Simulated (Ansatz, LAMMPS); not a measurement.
# Local environments in liquid Mg at 1150 K (73 atoms)

Density of this cell: 1.42 g/cm³. The cell holds 73 atoms: 73 Mg. Its edges and angles: a = 12.753 Å, b = 12.753 Å, c = 12.753 Å, α = 90.0°, β = 90.0°, γ = 90.0°. 73 atoms (73 Mg) placed at random at 1.59 g/cm³, melted at 1150 K for 10 ps at fixed volume with the EAM Mg potential (Sun et al., Phys. Rev. B 73, 024116 (2006)). Snapshot at the end of a hold of 10 ps at 1150 K and zero pressure.

Computed with Ansatz 0.2.0: Kohn-Sham DFT, PBE, PAW (set soft_2), plane waves; cutoff 420 eV, k-mesh 2×2×2, fermi-dirac smearing of 0.1 eV. Geometry: the geometry as built.

The whole cell was solved; only parts of it are printed.

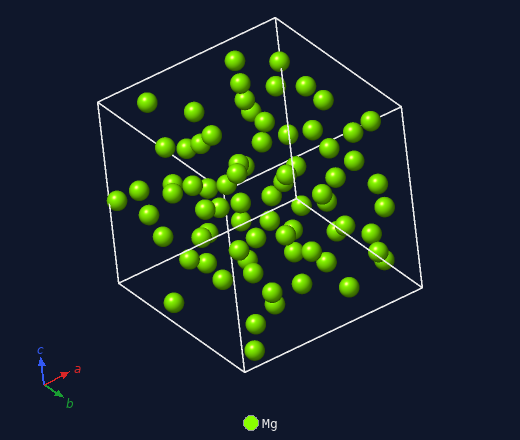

The whole cell (magnesium green). Some periodic images of atoms are drawn too.

A closer look about Mg54, which has 11 bonded neighbours where the commonest count for Mg is 12: 34 atoms, nearest first, numbered in the order of the input, with positions taken from that point.

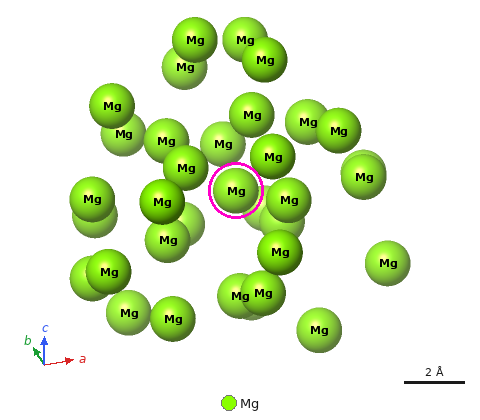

The atoms of the table, within 6.2 Å (arrows a, b, c point along x, y, z); some may hide others; the central atom is ringed.

| atom | x | y | z | distance (Å) | bonds | Fx | Fy | Fz (eV/Å) |
| --- | --- | --- | --- | --- | --- | --- | --- | --- |
| Mg54 | 0.00 | 0.00 | 0.00 | 0.00 | 11 | -0.38 | 1.03 | -0.43 |
| Mg29 | 1.15 | -2.17 | 0.64 | 2.53 | 11 | 0.79 | -1.11 | -0.71 |
| Mg68 | 1.95 | 0.79 | -1.95 | 2.86 | 13 | 0.49 | -0.27 | -0.17 |
| Mg22 | -2.33 | 0.20 | -1.66 | 2.87 | 10 | -0.18 | -0.04 | 0.10 |
| Mg73 | -1.97 | 1.60 | 1.37 | 2.88 | 12 | -0.30 | 0.48 | 0.14 |
| Mg52 | 0.47 | -0.07 | 2.92 | 2.96 | 10 | -0.20 | 0.14 | -0.06 |
| Mg42 | -2.27 | -1.30 | 1.98 | 3.28 | 9 | -0.10 | -0.13 | -0.05 |
| Mg28 | 0.68 | 3.44 | -0.20 | 3.51 | 8 | 0.08 | -0.17 | 0.05 |
| Mg49 | 2.93 | 1.24 | 1.52 | 3.53 | 11 | -0.17 | 0.36 | 0.15 |
| Mg45 | -0.16 | -1.15 | -3.44 | 3.63 | 11 | -0.07 | 0.47 | -0.33 |
| Mg70 | -0.93 | 2.77 | -2.71 | 3.98 | 12 | 0.06 | 0.03 | -0.25 |
| Mg44 | -0.20 | -3.63 | -1.95 | 4.13 | 8 | -0.06 | 0.05 | -0.31 |
| Mg40 | 0.22 | -3.07 | 3.00 | 4.30 | 10 | -0.76 | -0.77 | 0.82 |
| Mg32 | 4.12 | -1.25 | 0.56 | 4.34 | 10 | 0.56 | 0.00 | -1.30 |
| Mg69 | 2.95 | -1.92 | 2.93 | 4.58 | 12 | 0.18 | -0.10 | 0.91 |
| Mg58 | -3.01 | -2.50 | -3.13 | 5.01 | 11 | -0.12 | -0.13 | -0.08 |
| Mg65 | -2.55 | 4.38 | 0.20 | 5.07 | 11 | 0.09 | 0.22 | -0.08 |
| Mg50 | -0.41 | 4.44 | 2.43 | 5.08 | 9 | 0.44 | -0.32 | 0.40 |
| Mg30 | 1.05 | 2.45 | 4.37 | 5.11 | 10 | 0.58 | -0.15 | -0.13 |
| Mg13 | 2.26 | 3.50 | -3.00 | 5.13 | 11 | 0.14 | 0.45 | -0.26 |
| Mg35 | -0.14 | -5.12 | 0.45 | 5.14 | 9 | 0.08 | -0.39 | 0.15 |
| Mg12 | -5.13 | -0.01 | 0.49 | 5.15 | 12 | 0.29 | -0.45 | -0.06 |
| Mg24 | -4.04 | 2.83 | -1.88 | 5.28 | 12 | 0.18 | -0.03 | 0.28 |
| Mg16 | 5.08 | 1.54 | -0.97 | 5.39 | 12 | -0.14 | -0.36 | -0.21 |
| Mg51 | -4.17 | 0.96 | 3.45 | 5.49 | 9 | -0.05 | -0.15 | 0.28 |
| Mg60 | 1.19 | 1.56 | -5.23 | 5.58 | 12 | 0.23 | -0.72 | 0.23 |
| Mg53 | -5.04 | 0.02 | -2.62 | 5.68 | 12 | -0.47 | -0.06 | -0.24 |
| Mg6 | -1.21 | 1.11 | 5.46 | 5.70 | 9 | -0.78 | 0.34 | -0.19 |
| Mg37 | 2.51 | -1.73 | -4.90 | 5.77 | 11 | 0.04 | 0.23 | 0.30 |
| Mg33 | 0.52 | -1.15 | 5.66 | 5.80 | 12 | 0.47 | -0.31 | 0.09 |
| Mg26 | 5.02 | -1.36 | -2.90 | 5.95 | 11 | -0.12 | -0.52 | 0.23 |
| Mg9 | -3.97 | -3.91 | 2.37 | 6.06 | 8 | -0.21 | 0.70 | -0.07 |
| Mg46 | -3.26 | 1.33 | -4.97 | 6.10 | 10 | 0.83 | 0.01 | 0.57 |
| Mg20 | -5.45 | -2.80 | -0.73 | 6.17 | 12 | 0.24 | 0.19 | -0.34 |

The column of bonds counts only the pairs Mg-Mg within 4.18 Å; other neighbours, such as metal atoms beside each other in a compound, aren't counted, and periodic images can show an atom twice.

Local excerpt of 44 atoms (numbers count through the whole input) about Mg39, which bears the longest force; x, y, z are measured from there.

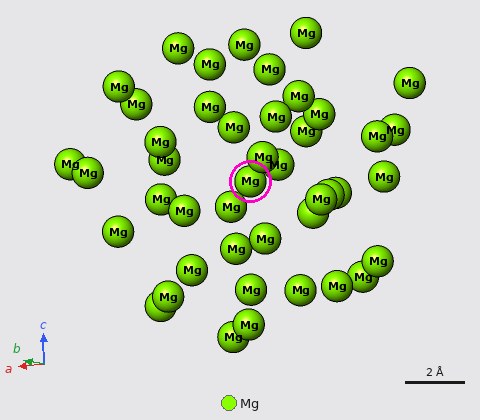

The atoms of the table, within 6.5 Å (arrows a, b, c point along x, y, z); some may hide others; the central atom is ringed.

| atom | x | y | z | distance (Å) | bonds | Fx | Fy | Fz (eV/Å) |
| --- | --- | --- | --- | --- | --- | --- | --- | --- |
| Mg39 | 0.00 | 0.00 | 0.00 | 0.00 | 14 | -0.89 | 0.39 | 2.17 |
| Mg43 | 0.75 | -0.14 | -2.26 | 2.39 | 12 | 1.36 | 0.58 | -1.47 |
| Mg27 | 1.59 | -1.26 | 2.15 | 2.95 | 12 | 0.16 | 0.27 | 1.05 |
| Mg67 | -0.65 | -2.75 | -0.87 | 2.96 | 13 | 0.16 | 0.75 | -0.26 |
| Mg63 | 0.88 | 2.68 | -1.22 | 3.07 | 10 | 0.08 | 0.41 | 0.40 |
| Mg41 | 0.27 | 1.94 | 2.42 | 3.11 | 13 | 0.13 | 0.62 | -0.64 |
| Mg15 | -3.09 | -0.33 | -0.71 | 3.19 | 13 | 0.41 | -0.21 | 0.05 |
| Mg8 | 3.08 | 0.79 | 0.95 | 3.31 | 12 | 0.13 | 0.58 | -0.36 |
| Mg71 | -1.81 | -1.60 | 2.34 | 3.36 | 13 | -0.24 | 0.33 | 0.00 |
| Mg14 | 2.52 | -2.30 | -0.43 | 3.44 | 12 | 0.14 | -0.15 | -0.10 |
| Mg55 | -1.90 | 1.79 | -2.34 | 3.50 | 11 | 0.45 | 0.10 | -0.52 |
| Mg48 | -2.41 | 2.58 | 0.37 | 3.56 | 12 | 1.10 | 0.62 | -0.06 |
| Mg5 | -2.94 | 1.14 | 2.58 | 4.07 | 9 | -0.07 | -0.06 | 0.79 |
| Mg21 | -1.22 | -1.18 | -3.78 | 4.14 | 13 | -0.80 | -0.43 | -0.35 |
| Mg19 | 0.19 | -3.56 | 2.12 | 4.15 | 13 | -0.28 | -0.12 | 0.60 |
| Mg2 | 1.83 | -2.47 | -3.36 | 4.55 | 12 | 0.36 | -0.46 | -0.20 |
| Mg10 | -3.30 | -3.29 | 0.20 | 4.67 | 14 | -0.51 | 0.06 | -0.21 |
| Mg38 | -0.22 | 0.55 | 4.68 | 4.72 | 9 | -0.73 | -0.28 | 0.35 |
| Mg9 | 1.91 | 2.28 | -4.07 | 5.04 | 8 | -0.21 | 0.70 | -0.07 |
| Mg25 | 0.15 | 5.04 | 0.88 | 5.11 | 11 | 0.01 | -1.28 | 0.25 |
| Mg72 | 0.17 | -5.22 | 0.14 | 5.22 | 11 | -0.55 | -0.18 | -1.74 |
| Mg18 | -3.74 | -2.25 | -2.89 | 5.23 | 9 | -0.25 | -0.28 | -0.22 |
| Mg36 | -4.67 | 2.28 | -1.27 | 5.35 | 11 | -0.51 | -0.02 | 0.04 |
| Mg3 | 0.92 | -0.14 | -5.32 | 5.40 | 12 | 0.37 | -0.38 | -0.58 |
| Mg66 | -5.31 | -0.16 | 1.11 | 5.42 | 11 | -0.03 | -0.39 | 0.28 |
| Mg47 | 2.67 | 0.46 | 4.82 | 5.53 | 12 | 0.25 | 0.32 | 0.01 |
| Mg4 | 3.82 | 0.10 | -4.00 | 5.53 | 10 | -0.56 | 0.18 | 0.27 |
| Mg64 | 5.37 | 0.40 | -1.31 | 5.54 | 9 | 0.04 | -0.27 | -0.20 |
| Mg58 | 2.87 | 3.69 | 3.18 | 5.66 | 11 | -0.12 | -0.13 | -0.08 |
| Mg34 | -1.32 | -4.71 | -2.96 | 5.71 | 12 | -0.26 | -0.16 | -0.03 |
| Mg11 | -1.28 | 1.96 | -5.29 | 5.78 | 10 | -0.37 | -0.08 | 0.13 |
| Mg57 | -0.83 | -2.23 | 5.31 | 5.82 | 9 | -0.09 | 0.33 | -0.24 |
| Mg61 | 3.52 | 4.69 | 0.14 | 5.86 | 9 | -0.39 | -0.27 | 0.00 |
| Mg62 | 5.04 | -0.30 | 3.16 | 5.96 | 10 | 0.19 | -0.33 | -0.06 |
| Mg46 | 2.61 | -5.24 | 1.34 | 6.00 | 10 | 0.83 | 0.01 | 0.57 |
| Mg7 | -4.28 | 0.89 | -4.11 | 6.00 | 10 | -0.05 | -0.05 | 0.01 |
| Mg17 | -0.90 | 4.72 | -3.64 | 6.03 | 11 | 0.50 | 0.02 | 0.53 |
| Mg24 | 1.84 | -3.73 | 4.43 | 6.08 | 12 | 0.18 | -0.03 | 0.28 |
| Mg59 | -2.31 | -5.31 | 2.12 | 6.17 | 13 | -0.25 | -0.04 | 0.15 |
| Mg26 | -1.85 | 4.83 | 3.41 | 6.20 | 11 | -0.12 | -0.52 | 0.23 |
| Mg56 | 5.73 | -2.63 | 0.15 | 6.31 | 10 | -0.38 | 0.52 | 0.22 |
| Mg37 | -4.37 | 4.46 | 1.42 | 6.40 | 11 | 0.04 | 0.23 | 0.30 |
| Mg13 | -4.61 | -3.06 | 3.32 | 6.45 | 11 | 0.14 | 0.45 | -0.26 |
| Mg31 | 5.97 | 2.33 | 0.89 | 6.47 | 11 | -0.43 | 0.51 | 0.47 |

The column of bonds counts only the pairs Mg-Mg within 4.18 Å; other neighbours, such as metal atoms beside each other in a compound, aren't counted, and periodic images can show an atom twice.

Local excerpt of 35 atoms (numbers count through the whole input) about Mg70, picked at random; x, y, z are measured from there.

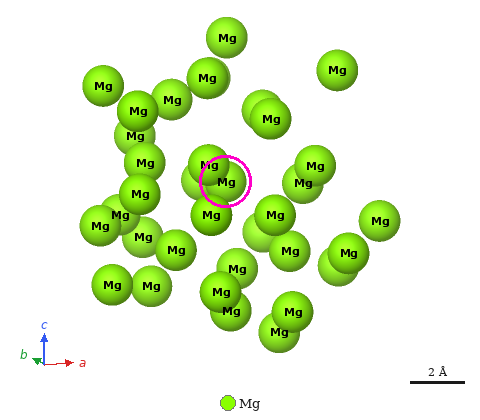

The atoms of the table, within 6.1 Å (arrows a, b, c point along x, y, z); some may hide others; the central atom is ringed.

| atom | x | y | z | distance (Å) | bonds | Fx | Fy | Fz (eV/Å) |
| --- | --- | --- | --- | --- | --- | --- | --- | --- |
| Mg70 | 0.00 | 0.00 | 0.00 | 0.00 | 12 | 0.06 | 0.03 | -0.25 |
| Mg28 | 1.62 | 0.67 | 2.50 | 3.05 | 8 | 0.08 | -0.17 | 0.05 |
| Mg22 | -1.40 | -2.57 | 1.04 | 3.10 | 10 | -0.18 | -0.04 | 0.10 |
| Mg24 | -3.11 | 0.06 | 0.83 | 3.21 | 12 | 0.18 | -0.03 | 0.28 |
| Mg13 | 3.19 | 0.73 | -0.29 | 3.29 | 11 | 0.14 | 0.45 | -0.26 |
| Mg60 | 2.12 | -1.21 | -2.52 | 3.51 | 12 | 0.23 | -0.72 | 0.23 |
| Mg62 | 0.10 | 3.49 | -0.45 | 3.52 | 10 | 0.19 | -0.33 | -0.06 |
| Mg46 | -2.33 | -1.44 | -2.27 | 3.56 | 10 | 0.83 | 0.01 | 0.57 |
| Mg68 | 2.88 | -1.98 | 0.76 | 3.58 | 13 | 0.49 | -0.27 | -0.17 |
| Mg65 | -1.62 | 1.61 | 2.91 | 3.70 | 11 | 0.09 | 0.22 | -0.08 |
| Mg56 | 0.78 | 1.17 | -3.46 | 3.74 | 10 | -0.38 | 0.52 | 0.22 |
| Mg54 | 0.93 | -2.77 | 2.71 | 3.98 | 11 | -0.38 | 1.03 | -0.43 |
| Mg45 | 0.77 | -3.92 | -0.74 | 4.07 | 11 | -0.07 | 0.47 | -0.33 |
| Mg73 | -1.04 | -1.17 | 4.07 | 4.36 | 12 | -0.30 | 0.48 | 0.14 |
| Mg27 | -3.35 | 2.54 | -1.46 | 4.45 | 12 | 0.16 | 0.27 | 1.05 |
| Mg6 | -0.28 | -1.65 | -4.59 | 4.88 | 9 | -0.78 | 0.34 | -0.19 |
| Mg53 | -4.11 | -2.75 | 0.08 | 4.94 | 12 | -0.47 | -0.06 | -0.24 |
| Mg14 | -2.43 | 1.49 | -4.03 | 4.94 | 12 | 0.14 | -0.15 | -0.10 |
| Mg47 | -2.27 | 4.25 | 1.21 | 4.97 | 12 | 0.25 | 0.32 | 0.01 |
| Mg19 | -4.76 | 0.23 | -1.49 | 4.99 | 13 | -0.28 | -0.12 | 0.60 |
| Mg66 | 2.50 | 3.63 | -2.50 | 5.07 | 11 | -0.03 | -0.39 | 0.28 |
| Mg50 | 0.53 | 1.67 | 5.13 | 5.42 | 9 | 0.44 | -0.32 | 0.40 |
| Mg8 | -1.87 | 4.58 | -2.66 | 5.62 | 12 | 0.13 | 0.58 | -0.36 |
| Mg10 | 4.50 | 0.50 | -3.41 | 5.67 | 14 | -0.51 | 0.06 | -0.21 |
| Mg58 | -2.07 | -5.27 | -0.42 | 5.68 | 11 | -0.12 | -0.13 | -0.08 |
| Mg61 | -1.43 | -4.27 | -3.47 | 5.69 | 9 | -0.39 | -0.27 | 0.00 |
| Mg35 | 0.79 | 4.86 | 3.16 | 5.85 | 9 | 0.08 | -0.39 | 0.15 |
| Mg59 | 5.50 | -1.52 | -1.48 | 5.89 | 13 | -0.25 | -0.04 | 0.15 |
| Mg49 | 3.87 | -1.53 | 4.22 | 5.93 | 11 | -0.17 | 0.36 | 0.15 |
| Mg12 | -4.20 | -2.78 | 3.20 | 5.96 | 12 | 0.29 | -0.45 | -0.06 |
| Mg30 | 1.98 | -0.32 | -5.68 | 6.02 | 10 | 0.58 | -0.15 | -0.13 |
| Mg33 | 1.45 | -3.92 | -4.39 | 6.05 | 12 | 0.47 | -0.31 | 0.09 |
| Mg37 | 3.44 | -4.50 | -2.19 | 6.07 | 11 | 0.04 | 0.23 | 0.30 |
| Mg72 | -4.78 | -1.42 | -3.47 | 6.08 | 11 | -0.55 | -0.18 | -1.74 |
| Mg1 | -4.76 | -0.12 | 3.80 | 6.09 | 11 | 0.26 | 0.50 | -0.02 |

The column of bonds counts only the pairs Mg-Mg within 4.18 Å; other neighbours, such as metal atoms beside each other in a compound, aren't counted, and periodic images can show an atom twice.

Neighbours are counted within 4.18 Å (Mg-Mg).

Length of the force by element and coordination:

| element | coordination | atoms | mean length of the force (eV/Å) | spread | least | most |
| --- | --- | --- | --- | --- | --- | --- |
| Mg | all | 73 | 0.663 | 0.432 | 0.0763 | 2.38 |
| Mg | 8 | 3 | 0.417 | 0.229 | 0.195 | 0.733 |
| Mg | 9 | 11 | 0.525 | 0.225 | 0.171 | 0.873 |
| Mg | 10 | 12 | 0.634 | 0.412 | 0.0763 | 1.42 |
| Mg | 11 | 17 | 0.742 | 0.443 | 0.192 | 1.83 |
| Mg | 12 | 20 | 0.657 | 0.427 | 0.224 | 2.08 |
| Mg | 13 | 8 | 0.637 | 0.229 | 0.290 | 0.975 |
| Mg | 14 | 2 | 1.47 | 0.910 | 0.556 | 2.38 |

The force components of 0.46 eV/Å r.m.s. hold both thermal displacement and the mismatch between the potential that made the cell and DFT. The network of bonds at the start is that of the classical potential that made the cell, and needn't be the one that DFT or experiment would give.

[Hosts, paths, dates, database ids (printed as entryN), source tags and the programs' standing remarks are cut or masked in the printed files.]
